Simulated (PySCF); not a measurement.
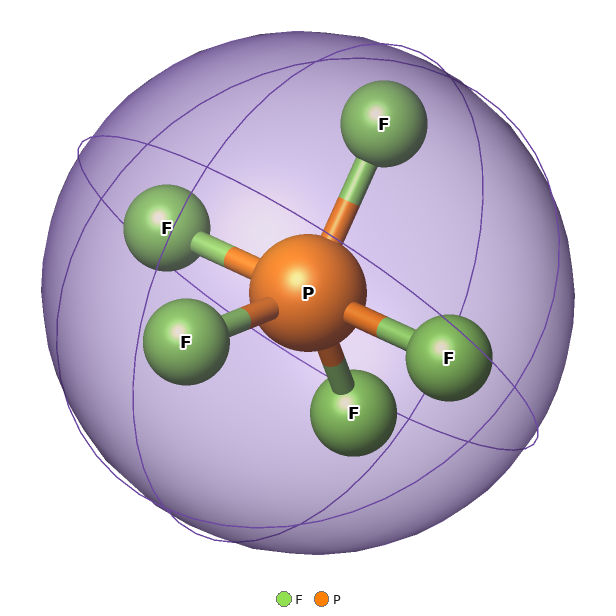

The ellipsoid shows the static dipole polarisability: its half-axes are proportional to the principal values. The geometry was computed by an optimisation with PBE0-D3(BJ)/def2-SVP. No frequency run is at hand to confirm it as a minimum. Method: CAM-B3LYP/def2-SVPD (PySCF 2.14.0).

**Give the principal values, the mean and the anisotropy.**

Principal values 26.2, 26.2, 27.2 bohr³; mean 26.5 bohr³ (3.93 Å³); anisotropy 1.0 bohr³, so the longest axis is 1.04 times the shortest.
